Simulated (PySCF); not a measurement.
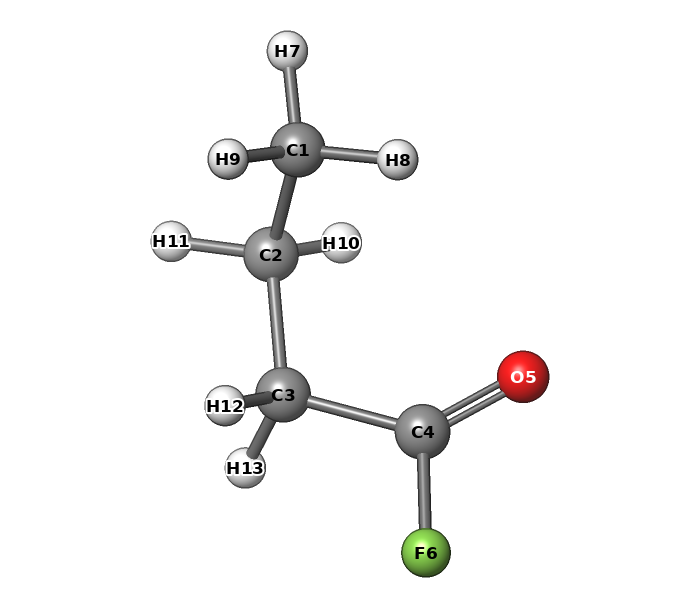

The computed structure is the end point of a GFN2-xTB optimisation. No frequency run is at hand to confirm it as a minimum. Method: B3LYP/pcJ-1 indirect spin-spin coupling, non-relativistic, gas phase (PySCF 2.14.0). Isotopes: 13C, 19F, 1H, 17O.

Give the spin–spin coupling constants of these pairs, with the number of bonds between them: C4/F6, C3/F6, O5/F6, C2/F6, F6/H13.

| pair | bonds apart | J (Hz) |
| --- | --- | --- |
| C4, F6 | 1 | −416.1 |
| C3, F6 | 2 | 47.4 |
| O5, F6 | 2 | 62.8 |
| C2, F6 | 3 | 3.0 |
| F6, H13 | 3 | −6.2 |

Density functionals are unreliable for couplings to fluorine, so those rows may be far off.
